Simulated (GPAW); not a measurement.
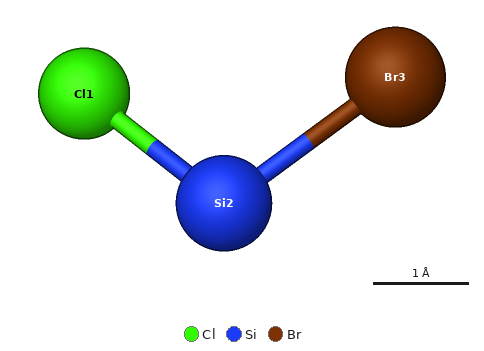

**Figure 1.** The structure (ball-and-stick view, seen at a tilt; atoms are numbered from 1 in the order of the input). Bond lengths as drawn: Br–Si 2.25 Å and Cl–Si 2.05 Å.

## Run report: SiBrCl, property calculation

System: SiBrCl, SMILES Cl[Si]Br.
Method: PBE/real-space grid, scalar-relativistic datasets (GPAW 26.7.0).

The geometry comes from this level: GFN2-xTB.

### The input (sp.py)
```python
import numpy as np
from ase.io import read
from ase.units import Debye
from gpaw import GPAW

# Geometry
system = read("run.xyz")
system.center(vacuum=4.5)

# DFT calculator
gpaw_calc = GPAW(mode="fd", h=0.18, maxiter=150, xc="PBE", txt="-")
system.calc = gpaw_calc

energy = system.get_potential_energy()
print(f"Energy: {energy:.5f} eV")
forces = system.get_forces()
print("Forces (eV/Ang)")
for symbol, f in zip(system.symbols, forces):
    print(f'{symbol:2} {f[0]:9.4f} {f[1]:9.4f} {f[2]:9.4f}')
dipole = system.get_dipole_moment() / Debye
print(f"Dipole                  {np.linalg.norm(dipole):.3f} D")
homo, lumo = gpaw_calc.get_homo_lumo()
print(f"HOMO                    {homo:.3f} eV")
print(f"LUMO                    {lumo:.3f} eV")
print(f"Gap: {lumo - homo:.3f} eV")
```

### File run.xyz
```
3

Cl     0.710910     1.431110     0.536160
Si    -0.755470     0.331720    -0.374250
Br     0.044560    -1.762830    -0.161910
```

Hardware: 1 thread of Arm Neoverse V1, 112 GiB of memory available, shared host.

Command:
```bash
python sp.py > sp.log
```

### The program's output
```
__  _  _
 | _ |_)|_||  |
 |__||  | ||/\| - 26.7.0

units:  Angstrom and eV
cores:  1
OpenMP: False

Versions:
  Python: 3.12.14
  ASE:    3.29.0
  Numpy:  2.5.5
  Scipy:  1.18.1
  Libxc:  7.0.0

        _gpaw.cpython-312-aarch64-linux-gnu.so

Input parameters:
  mode=FD(),
  h=0.18,
  maxiter=150,
  xc=XC(name='PBE')

Diagonalizing LCAO Hamiltonian
Converting LCAO to fd mode
        .-------------------------.
       /|                         |
      / |                         |
     /  |                         |
    /   |                         |
   /    |                         |
  /     |                         |
 *      |                         |
 |      |           Cl            |
 |      |                         |
 |      |       Si                |
 |      |        Br               |
 |      .-------------------------.
 |     /                         /
 |    /                         /
 |   /                         /
 |  /                         /
 | /                         /
 |/                         /
 *-------------------------*

Atoms  # Å, Bohr magnetons
|   | symbol |        x |        y |        z |    initial magnetic moments |
|---|--------|----------|----------|----------|-----------------------------|
| 0 |     Cl | 5.966380 | 7.693940 | 5.410410 | ( 0.0000,  0.0000,  0.0000) |
| 1 |     Si | 4.500000 | 6.594550 | 4.500000 | ( 0.0000,  0.0000,  0.0000) |
| 2 |     Br | 5.300030 | 4.500000 | 4.712340 | ( 0.0000,  0.0000,  0.0000) |

Unit cell  # Å
| periodic |         x |         y |        z |   lengths |    angles |
|----------|-----------|-----------|----------|-----------|-----------|
|       no | 10.466380 |  0.000000 | 0.000000 | 10.466380 | 90.000000 |
|       no |  0.000000 | 12.193940 | 0.000000 | 12.193940 | 90.000000 |
|       no |  0.000000 |  0.000000 | 9.910410 |  9.910410 | 90.000000 |

Number of symmetries: 1
Symmetry operations  # r_c * U_cc + t_c -> r_c
|   | kind |            matrix            |
|---|------|------------------------------|
| 0 |  E   |  1, 0, 0,  0, 1, 0,  0, 0, 1 |

BZ-sampling:
  Number of BZ points: 1
  Number of IBZ points: 1

  Monkhorst-Pack size: [1, 1, 1]
  Monkhorst-Pack shift: [0, 0, 0]

K-points  # in reciprocal-cell coordinates
|   |                                coordinates |     weight |
|---|--------------------------------------------|------------|
| 0 | (  0.00000000,   0.00000000,   0.00000000) | 1.00000000 |

Uniform wave function grid shape: (np.int64(59), np.int64(67), np.int64(55))
Spin-components: 1 (collinear spins)
Bands:           12
Projectors:      15
Spin-degeneracy: 2
Datatype:        float64

  Storage: CPU
  Wave functions: 20_871_840 bytes (20_871_840 per core)

Parallelization:
  kpt:    1
  domain: 1
  band:   1

Density:
  Valence electrons: 18.0
  Components: 1
  Grid points: [60 68 56]
  Charge: 0.0  # |e|

Potential:
  Grid points: [60 68 56]

species:
  Cl:
    name:    Chlorine
    Z:       17.0
    valence: 7
    core:    10
    charge:  0.0  # [|e|]
    file:    Cl.PBE.gz
    compensation charges:
      type: gauss
      rc: 0.25  # [Å]
      lmax: 2
    cutoffs:
      filter: 1.40  # [Å]
      core: 1.49  # [Å]
    projectors
    | kind |    occ | energy [eV] | rcut [Å] |
    |------|--------|-------------|----------|
    |   3s |  2.000 |     -20.689 |    0.794 |
    |   3p |  5.000 |      -8.594 |    0.794 |
    |    s |        |       6.523 |    0.794 |
    |    p |        |      18.617 |    0.794 |
    |    d |        |       0.000 |    0.794 |

    Using partial waves for Cl as LCAO basis

  Si:
    name:    Silicon
    Z:       14.0
    valence: 4
    core:    10
    charge:  0.0  # [|e|]
    file:    Si.PBE.gz
    compensation charges:
      type: gauss
      rc: 0.33  # [Å]
      lmax: 2
    cutoffs:
      filter: 1.86  # [Å]
      core: 2.06  # [Å]
    projectors
    | kind |    occ | energy [eV] | rcut [Å] |
    |------|--------|-------------|----------|
    |   3s |  2.000 |     -10.812 |    1.058 |
    |   3p |  2.000 |      -4.081 |    1.058 |
    |    s |        |      16.399 |    1.058 |
    |    p |        |      23.130 |    1.058 |
    |    d |        |       0.000 |    1.058 |

    Using partial waves for Si as LCAO basis

  Br:
    name:    Bromine
    Z:       35.0
    valence: 7
    core:    28
    charge:  0.0  # [|e|]
    file:    Br.PBE.gz
    compensation charges:
      type: gauss
      rc: 0.35  # [Å]
      lmax: 2
    cutoffs:
      filter: 1.98  # [Å]
      core: 2.38  # [Å]
    projectors
    | kind |    occ | energy [eV] | rcut [Å] |
    |------|--------|-------------|----------|
    |   4s |  2.000 |     -20.121 |    1.111 |
    |   4p |  5.000 |      -7.861 |    1.111 |
    |    s |        |       7.091 |    1.111 |
    |    p |        |      19.351 |    1.111 |
    |    d |        |       0.000 |    1.111 |

    Using partial waves for Br as LCAO basis

Reference energy: -91343.541375  # eV

eigensolver:
  PPCG
  Converge bands: occupied
  niter=2

density mixing:
  MSR1-Mixer
  Pratt-step length: 0.05
  Maximum mixing coefficient: 0.75
  Old densities: 10
  SVD Regularization: 0.005
  Good broyden scale: 1.0
  Trust region scale: 1.0
  Backstep threshold: 4.0
  History deletion threshold: 6.0
  Fourier metric: weight=20.0, sigma=0.015

occupation numbers:
  # Zero width

FastPoissonSolver using
    Stencil: 6*3+1=19 point O(h^6) finite-difference Laplacian
    FFT axes: []
    FST axes: [np.int64(2), np.int64(0), np.int64(1)]

xc functional:
  name: PBE with 2 nearest neighbor stencil
interpolation: tri-quintic # 5. degree polynomial

Initialization done in: 1.664 s

convergence criteria:
- Maximum [total energy] change in last 3 cyles: 0.0005 eV / valence electron
- Maximum integral of absolute [dens]ity change: 0.0001 electrons / valence electron
- Maximum integral of absolute [eigenst]ate change: 4e-08 eV^2 / valence electron
maximum number of iterations: 150

SCF iterations
|iter     |     time |      energy | eigst |  dens |
|---------|----------|-------------|-------|-------|
|iter:   1| 00:00:03 |  -10.149167 | +0.58 |       |
|iter:   2| 00:00:04 |  -10.148215 | -0.39 | -1.09 |
|iter:   3| 00:00:05 |   -9.963353 | -0.13 | -1.13 |
|iter:   4| 00:00:06 |   -9.933844 | -0.97 | -1.49 |
|iter:   5| 00:00:07 |   -9.928348 | -1.25 | -1.80 |
|iter:   6| 00:00:08 |   -9.928996c| -2.25 | -2.40 |
|iter:   7| 00:00:09 |   -9.929080c| -3.00 | -2.89 |
|iter:   8| 00:00:10 |   -9.929092c| -3.78 | -3.35 |
|iter:   9| 00:00:11 |   -9.929095c| -4.49 | -3.82 |
|iter:  10| 00:00:12 |   -9.929096c| -5.11 | -4.28c|
|iter:  11| 00:00:13 |   -9.929096c| -5.76 | -4.54c|
|iter:  12| 00:00:14 |   -9.929096c| -6.27 | -5.10c|
|iter:  13| 00:00:16 |   -9.929096c| -6.99 | -5.23c|
|iter:  14| 00:00:17 |   -9.929096c| -7.47c| -5.41c|

Converged in 14 steps
SCF loop duration: 14.611 s (1.044 s/step)
Energy contributions relative to reference atoms: (reference = -91343.541375)

Energy contributions:
  Kinetic:          15.420169
  Coulomb:         -16.336834
  Zero:              0.145659
  External:          0.000000
  Xc:               -9.158090
  Entropy:           0.000000
  Spinorbit:         0.000000
  ----------------------------
  Free energy:      -9.929096
  Extrapolated:     -9.929096

dipole moment: (-0.119211, 0.093057, -0.055669)  # |e|*Ang

Fermi level: -5.110
Eigenvalues  # (at kpt = [0.000, 0.000, 0.000])
| band index |      eig [eV] | occ [0-2] |
|------------|---------------|-----------|
|          0 |       -21.314 |     2.000 |
|          1 |       -20.170 |     2.000 |
|          2 |       -12.701 |     2.000 |
|          3 |        -9.863 |     2.000 |
|          4 |        -9.028 |     2.000 |
|          5 |        -8.972 |     2.000 |
|          6 |        -7.819 |     2.000 |
|          7 |        -7.416 |     2.000 |
|          8 |        -6.535 |     2.000 |
|          9 |        -3.684 |     0.000 |
|         10 |        -1.237 |     0.000 |
|         11 |        -0.879 |     0.000 |

Gap: 2.851 eV
Transition (v -> c):
  (s=0, k=0, n=8, [0.00, 0.00, 0.00]) -> (s=0, k=0, n=9, [0.00, 0.00, 0.00])
No difference between direct/indirect transitions
vacuum-level: 0.000  # V
Energy: -9.92910 eV

Forces  # eV/Ang
|        x |        y |        z |
|----------|----------|----------|
|  0.62878 |  0.53674 |  0.39991 |  # Cl   0
| -0.72858 | -0.17183 | -0.41256 |  # Si   1
|  0.10571 | -0.35254 |  0.00969 |  # Br   2

Force computation time: 0.078  # s
Forces (eV/Ang)
Cl    0.6288    0.5367    0.3999
Si   -0.7286   -0.1718   -0.4126
Br    0.1057   -0.3525    0.0097
Dipole                  0.774 D
HOMO                    -6.535 eV
LUMO                    -3.684 eV
Gap: 2.851 eV
```

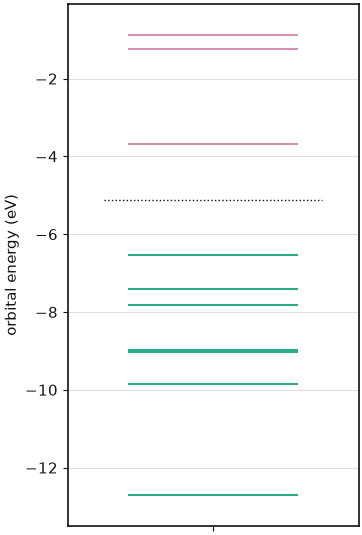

**Figure 2.** Orbital energies near the frontier; the dotted line parts filled from empty levels, and levels within 0.02 eV of each other stand side by side. Highest filled −6.54 eV, lowest empty −3.68 eV, 2.86 eV apart.

### Summary

| quantity | value |
| --- | --- |
| outcome | converged |
| energy relative to the program's reference atoms | −9.9291 eV |
| largest force | 0.918 eV/Å |
| HOMO | −6.54 eV |
| LUMO | −3.68 eV |
| dipole moment | 0.77 D |
| wall time | 17 s |
| peak memory | 0.55 GiB |
